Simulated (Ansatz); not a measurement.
Base system: CuI in the zinc blende structure (space group F-43m, No. 216; a = 5.939 Å).

One thing is altered: full substitution I → Cl; the structure is relaxed again.

Calculations: Ansatz (a program for electronic structure), PBEsol, PAW, cutoff 420 eV, scalar-relativistic without spin-orbit coupling.

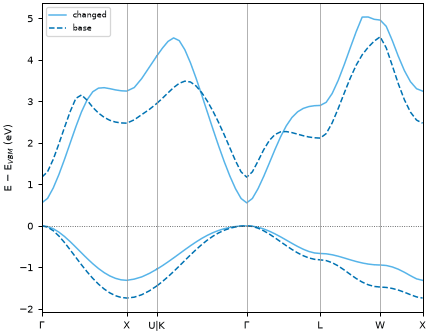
*Highest valence and lowest conduction band along the path, each from its own valence-band maximum*

The gap is 0.55 eV, direct at Γ; the base has 1.17 eV.

Spin-orbit coupling, missing from the scalar runs, can matter with I. No phonon test of stability was made. No Hubbard U is applied. All final runs are without spin polarisation.
